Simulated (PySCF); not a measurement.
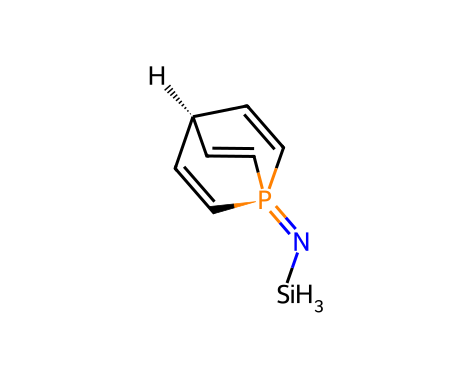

Structural formula above. The computed structure is the end point of a PBE0-D3(BJ)/def2-SVP optimisation. No frequency run is at hand to confirm it as a minimum.

Describe the 3D structure.

Formula C₇H₁₀NPSi. Its SMILES string is `[SiH3]N=P12C=CC(C=C1)C=C2`. Independent rings (smallest set): 2 of 6 members. Among its groups: alkene, Si–H bond, Si–N bond. Coordination: 1 Si tetrahedral; 1 N bent; 1 P tetrahedral; 6 C trigonal planar; 1 C tetrahedral.

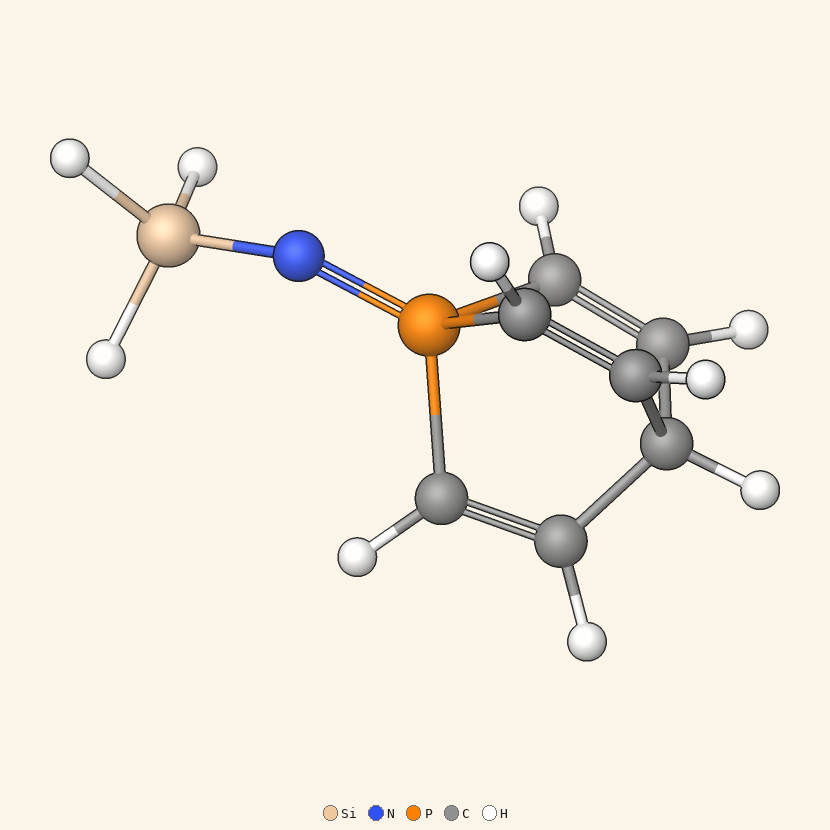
